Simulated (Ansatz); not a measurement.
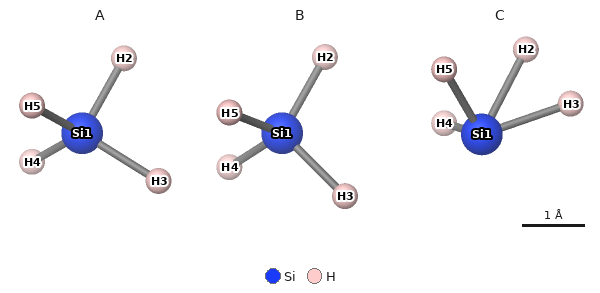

3 geometries from a converged minimum-energy path of SiH₄, shuffled. A ball-and-stick model, seen from a free direction.

Computed with RKS LDA/def2-TZVP (Ansatz). Run with 5 movable images; climbing image; force threshold 0.03 eV/Å; iteration limit 60; starting path through a guess of the saddle point.

Q: One of them is the converged climbing image. Which?

A: C. In order along the path, whose images run from 0 to 6: B (image 0, 0.0 kcal/mol), A (image 1, +3.8 kcal/mol), C (image 5, +46.4 kcal/mol). No bond forms or breaks between the ends. Among the angles between lasting bonds that change up to the highest image: H2–Si1–H3 109.5° → 43.8°, H2–Si1–H4 109.5° → 77.3°.

The run took 9.7 s on 1 thread of Intel(R) Xeon(R) 6975P-C (Granite Rapids), with other jobs on the host, peak memory 0.1 GiB.
